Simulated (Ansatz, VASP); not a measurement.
# C (Graphite) in two plane-wave programs

One calculation is typed for both programs; each brings its own data sets and cutoff. How far apart do they land? The cell comes out of the VASP series on this material, whose earlier steps may have relaxed, scaled or displaced it; both programs get it as it stands.

Calculated with Ansatz 0.2.0; plane waves, with VASP 6.6.1 beside it; zone-centre phonons at r2SCAN and elastic constants at r2SCAN.

### 1. Set-up

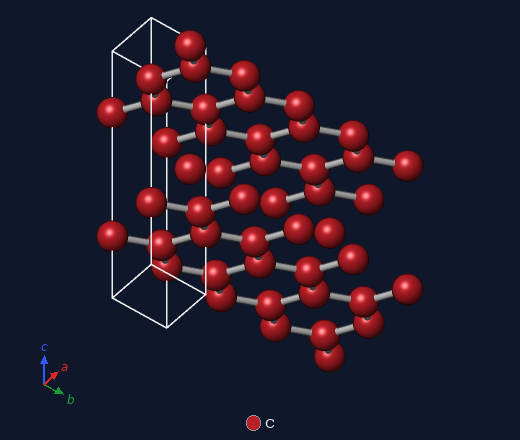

The cell as given, from a free direction (carbon red). 2×4×1 cells are drawn. Bonds to atoms that aren't drawn are left out. Some periodic images of atoms are drawn too.

### 2. Ansatz: zone-centre phonons, r2SCAN

Ansatz runs on its default PAW (the set named soft_2) files.

Second derivatives magnify differences that forces hide, and they need a tight electronic threshold.

The input, input.yaml:

```yaml
crystal:
  lattice:
    - [2.4577244844, 0.0, 0.0]
    - [-1.2288622422, 2.128451839, 0.0]
    - [0.0, 0.0, 7.0433122911]
  atoms:
    - { symbol: C, position: [0.0, 0.0, 0.25] }
    - { symbol: C, position: [0.0, 0.0, 0.75] }
    - { symbol: C, position: [0.3333333333, 0.6666666667, 0.25] }
    - { symbol: C, position: [0.6666666667, 0.3333333333, 0.75] }
hamiltonian:
  xc: r2scan
  pseudopotentials: { kind: paw }
kpoints:
  mp_grid: { grid: [20, 20, 6] }
scf:
  occupations: { method: gaussian, width: 0.05 }
phonons:
  method: dfpt
  qpoints: [[0, 0, 0]]
```

On the command line:

```bash
$ ansatz run input.yaml --threads 4 --pin off --max-ram 9216MiB --backend cpu --events-out ev --progress --plain --runs-dir out
```

Numbers of over 12 decimals in the logs are rounded to 6 here.

The log of the run:

```text
Engine: ansatz 0.2.0, aarch64-unknown-linux-gnu
Pseudopotentials: kind: paw
Pseudopotential: C, paw, valence charge 4, recommended cutoff 500 eV (meta_gga), C.paw.azcp
Functional definition: r2SCAN
  parameter k0 = 0.174
  parameter k1 = 0.065
  parameter a1 = 4.9479
  exchange = r2scan_x(k0 = k0, k1 = k1, a1 = a1)
  correlation = r2scan_c
Crystal: 4 atoms, lattice volume = 36.845 Å³
Basis set: ecut = 500 eV, 955 PW (Γ), exchange–correlation on 90×90×270 points (125 copies of the dense FFT grid, shifted against one another)
Bands: 12, of which v1, the nominal top of the filled ones, is band 8 counted from 1 (7 counted from 0)
Symmetry: 24 space group operations
k-points: 642 of 2400 (irreducible under 2 space group operations, time reversal used)
Non-local potential: C, projectors of the file, l = 0: 2, l = 1: 2, l = 2: 1
PAW form: soft (Blöchl's): semilocal exchange-correlation on the pseudo side does not see the compensation charge
PAW frozen core: C, regenerated for the run's functional (the file was generated under x = pbe(κ = 0.804, μ = 0.219515), c = pbe(β = 0.066725))
PAW one-centre angular grid: C, 302 points (default); XC on 239 of its mesh's 2573 points in the sphere
Initial density: superposition of atomic densities (neutral atoms: chi_scale 0, normalization atom), corrected by the library's trained network
Initial wavefunctions: pseudopotential atomic-orbital guess
Functional: x = r2scan, c = r2scan; τ floored in thin density (d = 2e-4 eV/Å³)
SCF iter   1: F=—  HF=-1006.598557 eV  |F-HF|=—  |Δ(HF+E_count)|=         —  Δρ=7.40e-3  dr2=5.63e-3  dr2_τ=8.20e-1  ethr=1.77e-3  ⟨swp⟩=6.4  Hψ=44764  notcnv=0
preconditioner: auto → none  [insulator: Δε(μ)=0.675 eV  Ē_g=16.591 eV  σ=0.050 eV  W_gap=1.00  n_scr=4 (ndim 8)  ℏωp=24.5 eV  f_vac=0.036  D(μ)=0.00/eV (n_scr^D=0)  ε∞_Penn≈3.2]
SCF iter   2: F=—  HF=-1006.674288 eV  |F-HF|=—  |Δ(HF+E_count)|=   7.57e-2  Δρ=4.71e-3  dr2=2.36e-3  dr2_τ=1.20e-4  ethr=3.52e-5  ⟨swp⟩=2.0  Hψ=20548  notcnv=0
SCF iter   3: F=—  HF=-1006.674615 eV  |F-HF|=—  |Δ(HF+E_count)|=   3.28e-4  Δρ=2.13e-3  dr2=8.10e-4  dr2_τ=9.36e-5  ethr=1.48e-5  ⟨swp⟩=2.0  Hψ=13490  notcnv=0
SCF iter   4: F=—  HF=-1006.674492 eV  |F-HF|=—  |Δ(HF+E_count)|=   1.23e-4  Δρ=8.96e-4  dr2=1.30e-4  dr2_τ=4.86e-6  ethr=5.06e-6  ⟨swp⟩=2.0  Hψ=12465  notcnv=0
SCF iter   5: F=—  HF=-1006.674473 eV  |F-HF|=—  |Δ(HF+E_count)|=   1.91e-5  Δρ=1.27e-4  dr2=5.00e-6  dr2_τ=7.22e-7  ethr=8.15e-7  ⟨swp⟩=2.8  Hψ=13162  notcnv=0
SCF iter   6: F=—  HF=-1006.674472 eV  |F-HF|=—  |Δ(HF+E_count)|=   1.30e-6  Δρ=2.39e-5  dr2=9.00e-8  dr2_τ=7.01e-9  ethr=3.13e-8  ⟨swp⟩=2.6  Hψ=13482  notcnv=0
SCF iter   7: F=—  HF=-1006.674472 eV  |F-HF|=—  |Δ(HF+E_count)|=   1.27e-7  Δρ=1.26e-6  dr2=2.81e-10  dr2_τ=6.28e-11  ethr=5.63e-10  ⟨swp⟩=2.7  Hψ=12703  notcnv=0
SCF iter   8: F=—  HF=-1006.674472 eV  |F-HF|=—  |Δ(HF+E_count)|=  3.06e-10  Δρ=4.02e-7  dr2=2.43e-11  dr2_τ=2.13e-12  ethr=1.76e-12  ⟨swp⟩=2.3  Hψ=13235  notcnv=0
SCF iter   9: F=-1006.674472 eV  HF=-1006.674472 eV  |F-HF|=6.82e-13  |Δ(HF+E_count)|=  6.37e-12  Δρ=2.27e-8  dr2=1.51e-13  dr2_τ=1.42e-14  ethr=1.00e-12  ⟨swp⟩=6.1  Hψ=34419  notcnv=0
SCF 1 converged in 9 iterations: F = -1006.674472 eV  dr2 = 1.51e-13
  greatest PAW one-centre occupation: 0.687 electrons in one spin orbital (limit 2), on the C atom at site 1 (counted from 0), in its partial waves of l = 0
DFPT response loops at Γ: preconditioner auto → Resta (q_TF=auto, 2.374 Å⁻¹)  ε∞=9.4 (no band partly filled); β = 1.00, the filter's whole step (`scf.mixing.beta` (0.50) is not read by the response loops at its default; to damp them type it under 1.00, their step now; it binds the ground state too); Broyden in place of MSR1
SCF converged after 9 iterations
Free energy (F): -1006.674472 eV
Harris-Foulkes:  -1006.674472 eV  (|F-HF|=6.82e-13)
Internal energy: -1006.674472 eV  (E = F + TS)
E sigma→0 (E₀):  -1006.674472 eV
Fermi energy:    6.510931 eV
--- Per-component energies (eV) ---
  E_band       = -52.454126
  E_kinetic    = 363.196487
  E_local      = -662.068209  (includes V_loc(G=0)·N_el)
  E_nonlocal   = 107.731703
  E_hartree    = 206.265500
  E_xc         = -188.790199
  E_vxc        = -261.511358  (∫ρ·V_xc dr)
  E_paw        = -403.488006  (= ΣΔE_a)
  E_vpaw       = -26.980854  (= ΣTr[D̂ρ^β])
  E_aug_tail   = 0.000021  (compensation charges beyond the density's cutoff)
  E_vtau       = 14.647082  (kinetic-family band-sum trace: ∫τ·v_τ [+ j·A + Jᵃ·Aᵃ] dr)
  E_ewald      = -429.422674
  E_core_change = -0.099095  (= ΣΔE_core)
  E_smearing   = -0.000000  (= −TS)
  E_closure    = 0.000000  (closes the sum)
  Σ components = -1006.674472   (vs F -1006.674472, Δ=0.00e0)
--- Band table (eV; the first three rows and the last of 642) ---
  k-point 0: bands = [... 4 lower, 3.2393, 3.2393, 3.2508, 3.2508, 10.4930, 15.2165, 15.2165, 15.2521]
  k-point 1: bands = [... 4 lower, 3.2401, 3.2401, 3.2500, 3.2500, 10.7946, 15.2188, 15.2188, 15.2496]
  k-point 2: bands = [... 4 lower, 3.2422, 3.2422, 3.2479, 3.2479, 11.6409, 14.3580, 15.2252, 15.2252]
  k-point 641: bands = [... 4 lower, -3.0168, -3.0168, 3.5463, 3.5463, 9.5118, 9.5118, 17.2032, 17.2032]
--- Phonons (Γ-DFPT): 4 representative perturbations + reference, on 642 of 2400 k-points (Σ response iterations 26) ---
  k mesh reduced under 2 symmetry operations, with k and −k counted as one. Each operation leaves every solved perturbation unchanged. A smaller set is not considered because the functional reads the kinetic-energy density
  ASR residual: 9.447e-4 → 0.000e0 eV/Å²; symmetrization residual: 1.813e-7 eV/Å²
  ASR residual per site (eV/Å²): 8.23e-4 8.23e-4 9.45e-4 9.45e-4
  Γ frequencies (cm⁻¹): 0.00 0.00 0.00 34.27 34.27 94.98 887.78 889.67 1593.44 1593.44 1598.52 1598.52
  non-analytic LO–TO correction: not included (Born effective charges unavailable; polar crystals: no LO–TO splitting at Γ)
--- Phonons (arbitrary-q DFPT): 1 explicit q-point ---
  q = [0, 0, 0] (of the zone-centre solve; hermiticity 6.44e-9, symmetrization 1.61e-12): 0.00 0.00 0.00 34.27 34.27 94.98 887.78 889.67 1593.44 1593.44 1598.52 1598.52
  sum rule: each row above includes the acoustic sum rule's correction from the zone centre's row sums; it moved no ω² by more than (4.62 cm⁻¹)²
```

It took 98 s on 4 threads of Arm Neoverse V1, shared host; peak memory 1.6 GiB.

The column dr2 measures how far the density is from self-consistency, as an energy; F and HF (Harris–Foulkes) agree once it is small.

(Part 1 of 3 ends here.)

[Lines on the potential files, build, host, timing and source positions are cut from VASP's logs without a mark.]

[Logs are printed without paths, hosts, clocks, repeated set-up lines and the standing remarks that a program may print on its own settings, such as how far it seeks lower states.]

[Hosts, paths, dates, database ids (printed as entryN), source tags and the programs' standing remarks are cut or masked in the printed files.]
